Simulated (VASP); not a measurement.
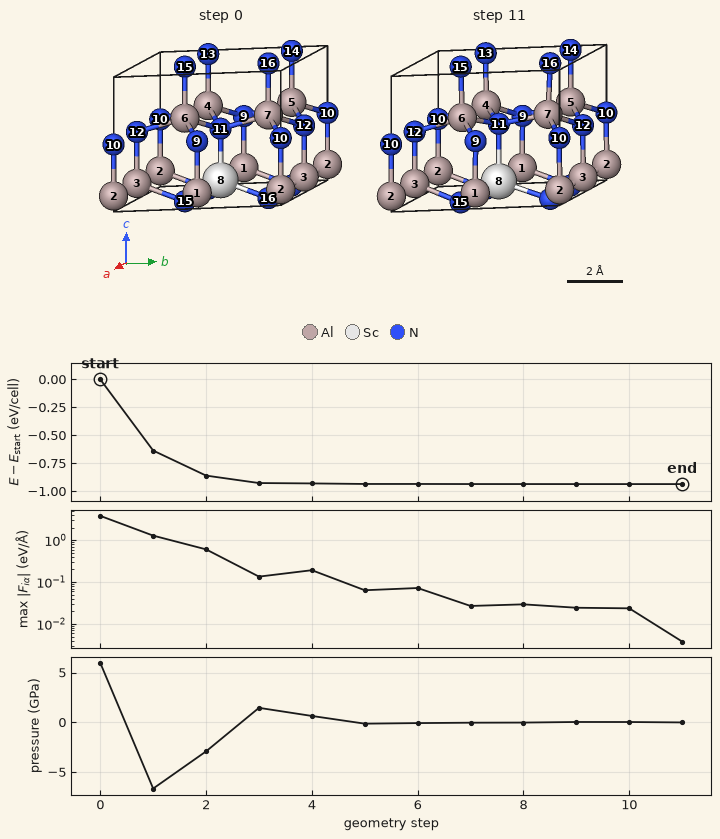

First and last geometry of a relaxation of a crystal of ScAl7N8 (a generated structure, set up in P3m1), with the history of the run. A ball-and-stick model of the cell of the calculation (origin shifted), seen slightly off an axis.

The run lets cell and atoms move.

All numbers below come from VASP, Kohn-Sham DFT of a periodic cell, PBEsol, VASP PAW PBE potentials, recommended.

Input file:
```
SYSTEM = ScAl7N8
PREC     = Accurate       ! precision mode
ENCUT    = 520            ! plane-wave cutoff, eV
EDIFF    = 1E-6           ! SCF threshold, eV
ISMEAR   = 0              ! smearing method
SIGMA    = 0.03           ! smearing width, eV
LREAL    = .False.        ! projectors in reciprocal space
LASPH    = .True.         ! aspherical terms in the spheres
NELM     = 100            ! most SCF steps
ALGO     = Normal         ! electronic algorithm
ISIF     = 3              ! what is computed and relaxed
LWAVE    = .False.        ! write WAVECAR
LCHARG   = .False.        ! write CHGCAR
GGA      = PS             ! functional
IBRION   = 2              ! ionic algorithm
NSW      = 60             ! ionic steps
EDIFFG   = -0.01          ! ionic threshold
```

Run as
```bash
cat potpaw_PBE.64/Al/POTCAR potpaw_PBE.64/Sc_sv/POTCAR potpaw_PBE.64/N/POTCAR > POTCAR
mpirun -np 1 vasp_std > vasp.out
```

Question: What do the curves and the structures tell?

Answer: It converged. The atom that moves furthest relative to the cell is N11 (0.16 Å along +c). By element the largest moves are N 0.16 Å, Sc 0.04 Å, Al 0.04 Å. The volume changes by +2.0 %, with a = b 6.299 → 6.337 Å (+0.6 %), c 4.970 → 5.009 Å (+0.8 %). Some distances before and after: Sc8–N11 1.898 → 2.122 Å, Sc8–N11 (another image) 3.071 → 2.886 Å, Sc8–N13 1.911 → 2.028 Å, Al1–N13 1.911 → 1.872 Å. Among the angles between lasting bonds that change: N13–Al2–N16 111.0° → 104.8°, Al4–N11–Sc8 107.9° → 103.0°, Al1–N13–Al2 111.0° → 115.1°. The space group stays P3m1 (No. 156). The energy falls by 0.936 eV per cell of the calculation in 11 geometry steps. The largest force component goes from 3.8 to 0.0038 eV/Å. The pressure goes from 5.97 to −0.01 GPa.

```tsv
step	E − E(0), meV/atom	largest force component, eV/Å	pressure, GPa	volume, Å³/atom
0	0.00	3.8078	5.97	10.673
1	-39.76	1.2870	-6.66	11.298
2	-53.74	0.6045	-2.92	11.067
3	-57.90	0.1351	1.45	10.810
4	-58.11	0.1923	0.64	10.855
5	-58.41	0.0639	-0.14	10.895
6	-58.42	0.0722	-0.08	10.892
7	-58.46	0.0270	-0.04	10.889
8	-58.46	0.0295	-0.03	10.888
9	-58.48	0.0244	0.03	10.884
10	-58.48	0.0237	0.03	10.884
11	-58.48	0.0038	-0.01	10.886
```
